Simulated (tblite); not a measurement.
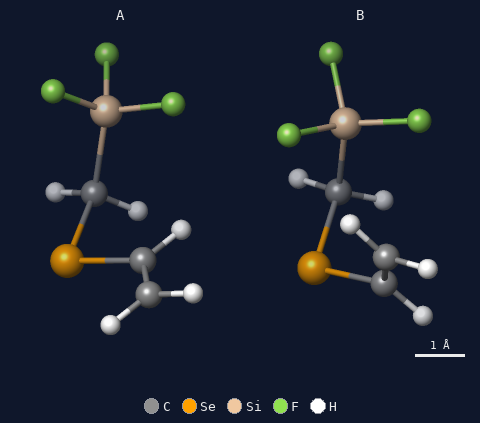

Two geometries of C₃H₅F₃SeSi, drawn at one scale. One is the start of a relaxation, the other its converged end. Style: ball-and-stick. Shown from a free direction.

Theory: GFN2-xTB geometry optimisation, gas phase (tblite 0.8.0). 

Q: Which one is relaxed?

A: Structure A is the relaxed one. After 146 geometry steps the energy has fallen by 71.0 kJ/mol. The largest move after the best rigid fit is that of an H atom, 2.08 Å. Largest moves by element: H 2.08 Å, F 0.99 Å, C 0.78 Å, Se 0.43 Å, Si 0.38 Å. Among the contacts that change: F–Si 1.695 → 1.586 Å, F–Si 1.664 → 1.580 Å, C–H 1.131 → 1.090 Å, C–Se 1.923 → 1.900 Å. Bond angles that change, for instance: C–Se–C 107.1° → 98.0°, Se–C–Si 105.3° → 113.7°, C–Si–F 107.0° → 114.7°. Groups turn about C–Se by about 85°.
